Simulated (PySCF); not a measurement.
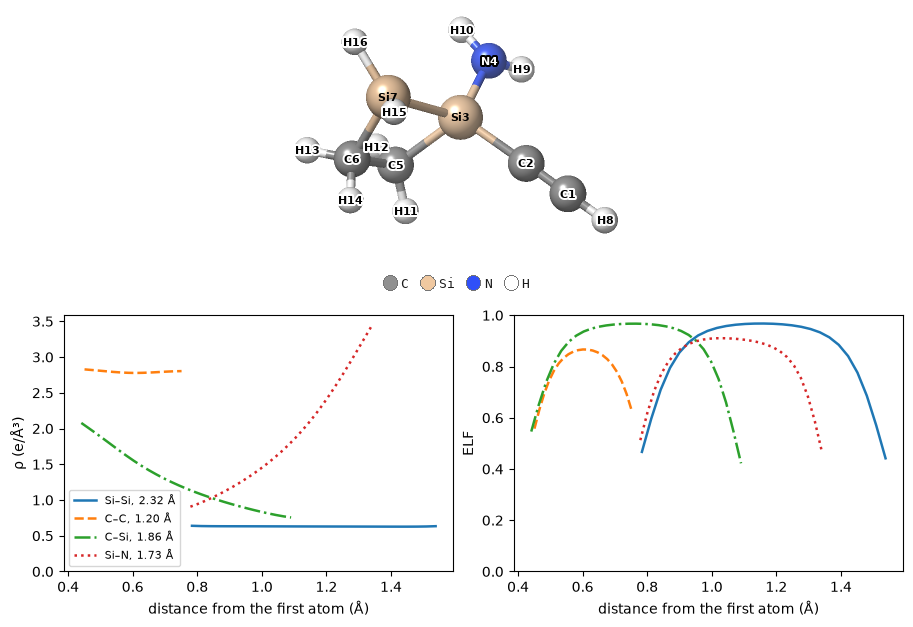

Figure. C$_{4}$H$_{9}$NSi$_{2}$. Total electron density and ELF along straight lines between neighbouring atoms. The curves leave out the atomic cores. The structure is drawn too.

Geometry: GFN2-xTB.

All numbers below come from PBE0/pcSseg-1, SCF density, gas phase, non-relativistic in PySCF 2.14.0.

```tsv
atom	x (Å)	y (Å)	z (Å)
C	3.2695	-0.7118	0.1002
C	2.1680	-0.2417	0.2032
Si	0.4421	0.4205	0.3710
N	0.6881	1.9922	1.0516
C	-0.5570	0.1975	-1.2774
C	-1.6023	-0.8546	-0.8273
Si	-1.3458	-0.8778	1.0838
H	4.2395	-1.1110	0.0110
H	1.4870	2.5363	0.7689
H	-0.1042	2.5912	1.2127
H	0.0108	-0.1378	-2.1441
H	-1.0534	1.1220	-1.5760
H	-2.6069	-0.6007	-1.1637
H	-1.3710	-1.8260	-1.2649
H	-1.2008	-2.2292	1.6370
H	-2.4713	-0.2602	1.8026
```

**What can be read from the curves?**

Si–Si (2.32 Å): ρ is about 0.63 e/Å³ halfway; the ELF peaks at about 0.95 between the atoms; localised, covalent bonding.
C–C (1.20 Å): the density is about 2.8 e/Å³ at the midpoint; the ELF peaks at about 0.85 between the atoms (a multiple bond).
C–Si (1.86 Å): the density is about 0.91 e/Å³ at the midpoint; the ELF peaks at about 0.95 between the atoms, as expected for a covalent bond.
Si–N (1.73 Å): the density is about 1.1 e/Å³ at the midpoint; the ELF peaks at about 0.90 between the atoms, as expected for a shared but strongly polarised pair.
